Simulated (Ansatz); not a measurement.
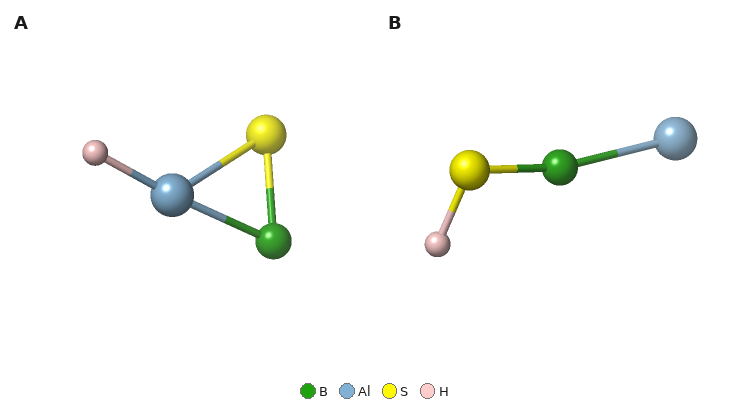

2 stationary structures of one formula. The species is neutral and a spin doublet. Geometries: PBE0-D4/def2-TZVP. Electronic energies: PBE-D4/def2-TZVPP (Ansatz 0.2.0), without zero-point energy. No frequency run is at hand to confirm each as a minimum.

> Which structure is the most stable?

A is lowest (Cs); B lies 54.8 kJ/mol above it.

Give E(B) − E(A) in kJ/mol at these levels too: UHF-CCSD(T) (frozen core)/def2-TZVPP; r2SCAN-D4/def2-TZVPP; B3LYP-D4/def2-TZVPP; PBE0-D4/def2-TZVPP; ωB97M-V/def2-TZVPP; PBE0-D4/def2-TZVP; PBE-D4/def2-TZVPP.

| level | E(B) − E(A) (kJ/mol) |
| --- | --- |
| UHF-CCSD(T) (frozen core)/def2-TZVPP | +53.9 |
| r2SCAN-D4/def2-TZVPP | +74.7 |
| B3LYP-D4/def2-TZVPP | +42.8 |
| PBE0-D4/def2-TZVPP | +56.1 |
| ωB97M-V/def2-TZVPP | +50.5 |
| PBE0-D4/def2-TZVP | +57.2 |
| PBE-D4/def2-TZVPP | +54.8 |

The determinant isn't a pure spin state (⟨S²⟩ up to 1.09).
